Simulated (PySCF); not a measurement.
Consider FH₅N₂Si₂ (SMILES F[SiH]1N[SiH2]N1).

Input

```
{"job": {"kind": "nmr", "xc": "PBE0", "basis": "pcSseg-2"}, "charge": 0, "multiplicity": 1}
N      0.215568    -0.868600    -0.799160
Si     1.096435     0.578035    -0.353939
N     -0.167136     0.841046     0.828342
Si    -1.023881    -0.589740     0.371736
F     -2.502633    -0.322219    -0.243424
H      0.431839    -1.645018    -1.405702
H      1.222110     1.626544    -1.412562
H      2.462400     0.336074     0.203416
H     -0.384019     1.610121     1.444226
H     -1.264600    -1.634252     1.396614
```

Run with:

```sh
OMP_NUM_THREADS=1 python cluster_run.py task.json out
```

Geometry: PBE0-D3(BJ)/def2-SVP.

These are results of PySCF, PBE0/pcSseg-2, SCF density, gas phase, non-relativistic, not measurements.

**What will maps of the electron density and electron localisation function show?**

Si–N (1.73 Å): ρ is about 1.1 e/Å³ halfway; the ELF peaks at about 0.90 between the atoms: a shared but strongly polarised pair.
N–H (1.01 Å): the density is about 2.9 e/Å³ at the midpoint; the ELF climbs to about 1 towards the hydrogen, as it does in any bond to H: a covalent bond by its length.

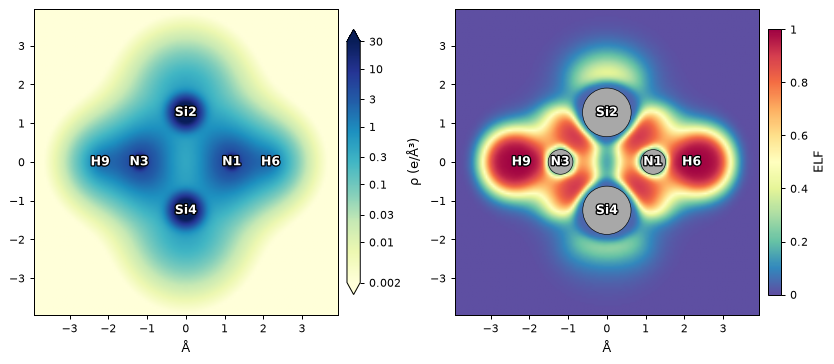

Computed electron density and electron localisation function on the plane of atoms N1, Si4 and N3, in this order. Grey discs cover the atomic cores in the ELF map. 
